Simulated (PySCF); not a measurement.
## Electronic structure of MoO (quintet) in real space

```yaml
atoms:
  - { symbol: Mo, position_ang: [0.0000, 0.0000, -0.2363] }
  - { symbol: O, position_ang: [0.0000, 0.0000, 1.4467] }
```

Core potentials replace the inner electrons of Mo.

All numbers below come from PBE0/def2-TZVPP, non-relativistic Hamiltonian with scalar-relativistic core potentials where named, at a bond length of 1.683 Å in PySCF 2.14.0.

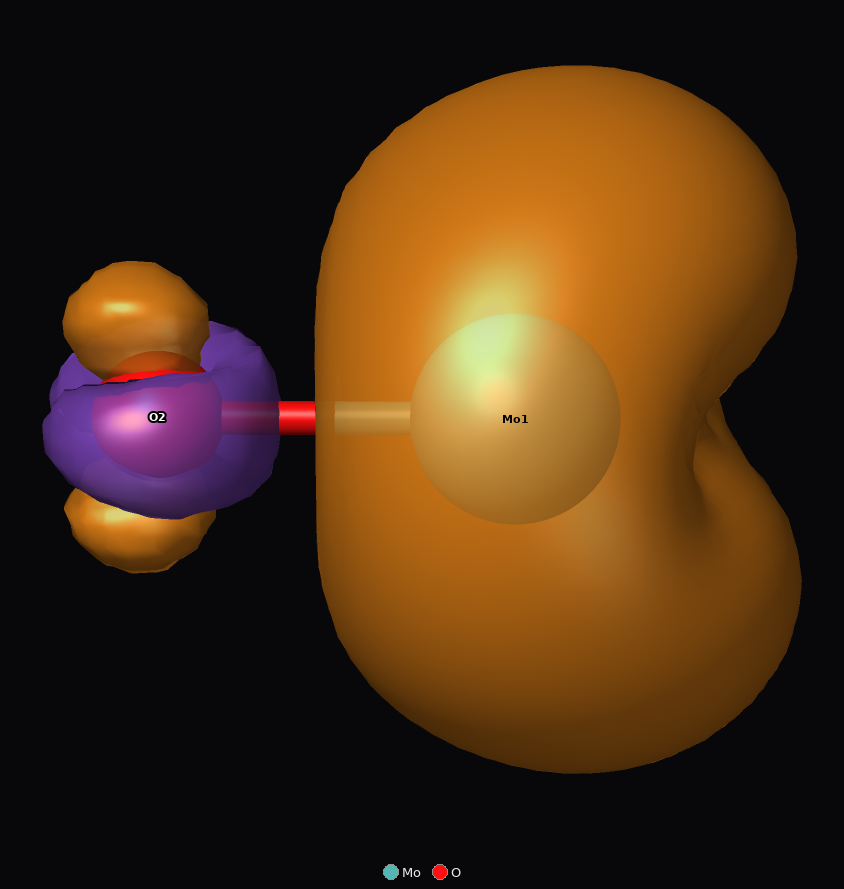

Figure 1. Isosurfaces of the spin density (α minus β) at +0.06 (orange) and −0.06 e/Å³ (purple), seen from one side.

Question: Where is the unpaired spin?

Answer: The unpaired spin (4 electrons) lies mostly on Mo1 (about 4.0), in electrons by Hirshfeld's partition.

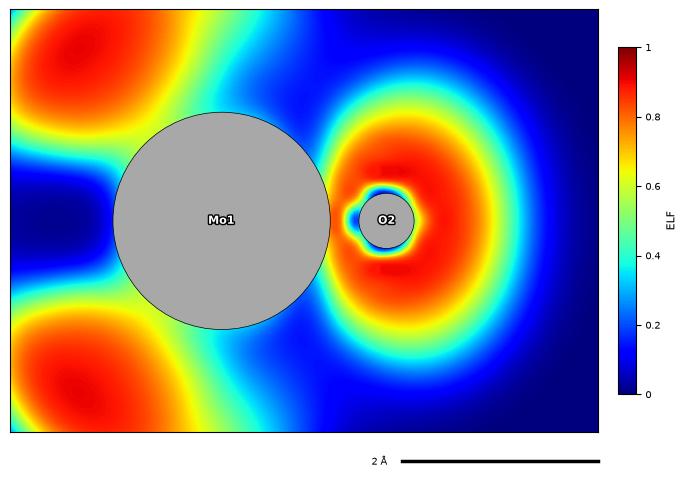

Figure 2. ELF on a plane that holds the molecular axis. Grey discs cover the atomic cores.

Question: Describe what can be read from this map.

Answer: Atoms in the plane: Mo and O.
Mo–O (1.68 Å): the ELF peaks at about 0.80 in the valence shell of O, 0.6 Å from its nucleus, and is about 0.40 at the midpoint.

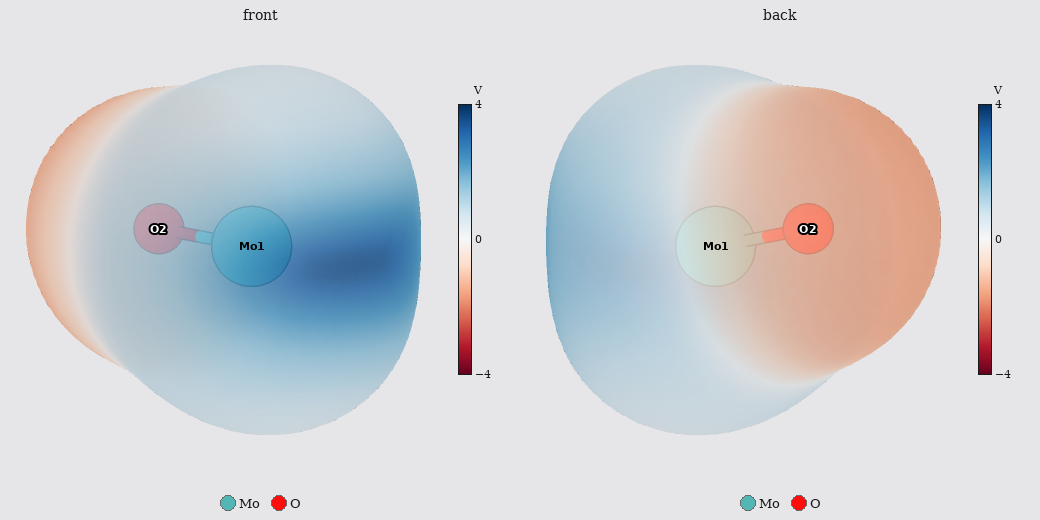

Figure 3. The molecular electrostatic potential painted on the density surface at 0.002 e/bohr³, seen from the front and from behind; red is negative and blue positive.

Question: Which sites attract a positive test charge, and which a negative one?

Answer: A positive charge is drawn to the negative regions and a negative charge to the positive ones. The most negative region (about −1.6 V, or −37 kcal/mol for a unit charge) lies over O2, the most positive (about +3.5 V, or +81 kcal/mol for a unit charge) over Mo1. O2 is the likeliest acceptor of a hydrogen bond.
